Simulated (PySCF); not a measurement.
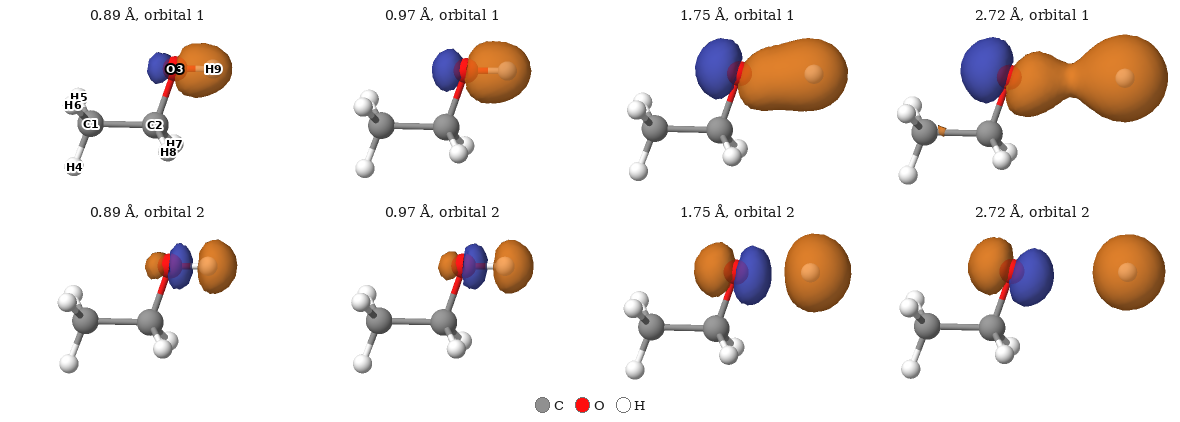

Figure. C₂H₆O, SMILES `CCO`. Rigid stretch of the O3–H9 bond. The two CASSCF(2,2) natural orbitals nearest half filling (orbital 1 the more occupied).

Level of theory: 6-31+G* basis (PySCF), at a geometry from GFN2-xTB. No frequency check shows the geometry to be a minimum.

Coordinates in Å:

```
C1       1.2271   -0.2196   -0.0002
C2      -0.0890    0.5421   -0.0001
O3      -1.1470   -0.3940   -0.0002
H4       2.0611    0.4764    0.0010
H5       1.2860   -0.8510   -0.8813
H6       1.2846   -0.8526    0.8817
H7      -0.1481    1.1856   -0.8900
H8      -0.1494    1.1840    0.8918
H9      -1.9870    0.0750   -0.0002
```

**How do the occupations change along the stretch?**

0.89 Å: 1.98 and 0.02; 0.97 Å: 1.98 and 0.02; 1.75 Å: 1.70 and 0.30; 2.72 Å: 1.18 and 0.82. At the longest distance computed (2.72 Å) they are 1.18 and 0.82, and the effective number of unpaired electrons is 1.9.

**Where does the UHF solution part from RHF?**

Between 1.31 Å (⟨S²⟩ = 0, the two coincide) and 1.50 Å (⟨S²⟩ = 0.51); at 2.72 Å ⟨S²⟩ is 1.00 and UHF lies 5.0 eV below RHF.

**How much energy does the stretch cost?**

By CASSCF, 3.9 eV from the lowest point of the scan (0.97 Å) to 2.72 Å; RHF gives 8.2 eV from its own lowest point. The fragments aren't relaxed and dynamic correlation is missing, so this isn't a bond dissociation energy.

Run time: 33 s on 1 thread of Intel(R) Xeon(R) 6975P-C (Granite Rapids), on a shared host, peak memory 0.27 GiB.
